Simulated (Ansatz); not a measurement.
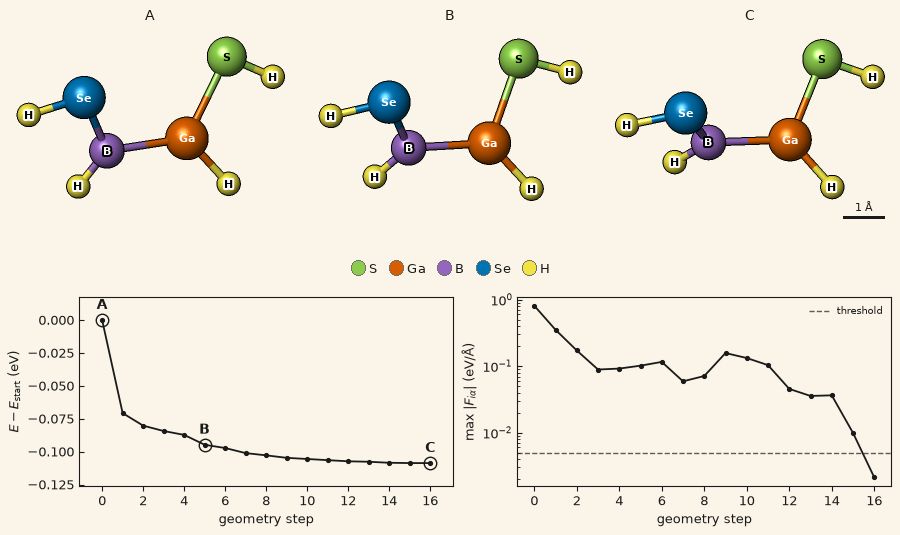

Frames of a relaxation of GaBH4SeS, marked on the history of the run. A ball-and-stick model, seen at a tilt.

The start comes from GFN2-xTB.

These are results of RKS PBE0-D4/def2-TZVP in Ansatz, not measurements.

Input
```yaml
crystal:
  periodic: [false, false, false]
  atoms:
    - {symbol: S, position_ang: [-0.862770, 1.693080, -1.730880]}
    - {symbol: Ga, position_ang: [0.432040, 0.953060, -0.059350]}
    - {symbol: B, position_ang: [0.395700, -1.037190, 0.631200]}
    - {symbol: Se, position_ang: [-1.216440, -1.885920, 0.287620]}
    - {symbol: H, position_ang: [-0.380460, 2.926660, -1.640730]}
    - {symbol: H, position_ang: [1.350460, 2.162670, 0.492090]}
    - {symbol: H, position_ang: [1.271150, -1.593040, 1.172430]}
    - {symbol: H, position_ang: [-0.989690, -3.219320, 0.847640]}
basis:
  gaussian: {orbitals: def2-TZVP}
hamiltonian: {xc: pbe0, dispersion: d4}
relax: {f_tol: 0.005, max_steps: 150}
```

Run as
```bash
ansatz run in.yaml --threads 4 --pin off --events-out ev --progress --plain --max-ram 10444MiB
```

**What happens along the run?**

The energy falls by 0.109 eV in 16 geometry steps. The largest force component goes from 0.81 to 0.0021 eV/Å. H7 moves most after the best rigid fit: 0.76 Å. Largest moves by element: H 0.76 Å, Se 0.57 Å, S 0.44 Å, B 0.22 Å, Ga 0.13 Å. Near-neighbour distances that change, for instance: Ga2–H6 1.616 → 1.567 Å, B3–Se4 1.854 → 1.897 Å, Ga2–B3 2.107 → 2.075 Å, S1–Ga2 2.240 → 2.211 Å. Among the angles between lasting bonds that change: S1–Ga2–B3 123.1° → 116.3°, Ga2–B3–Se4 112.7° → 119.5°, S1–Ga2–H6 109.6° → 114.8°. Groups turn about Ga2–B3 by about 50°. Cost: 77 s on 4 threads of Arm Neoverse V2, on a shared host. From step 0 to 5: H7 moves most (0.33 Å), energy −0.095 eV. From step 5 to 16: H7 moves most (0.43 Å), energy −0.014 eV.

```csv
step,"E − E(0), eV","largest force component, eV/Å"
0,0.0000,0.8115
1,-0.0707,0.3529
2,-0.0802,0.1725
3,-0.0843,0.0892
4,-0.0872,0.0921
5,-0.0947,0.1019
6,-0.0972,0.1161
7,-0.1011,0.0593
8,-0.1028,0.0713
9,-0.1047,0.1578
10,-0.1056,0.1328
11,-0.1064,0.1038
12,-0.1073,0.0456
13,-0.1077,0.0357
14,-0.1084,0.0365
15,-0.1087,0.0099
16,-0.1087,0.0021
```
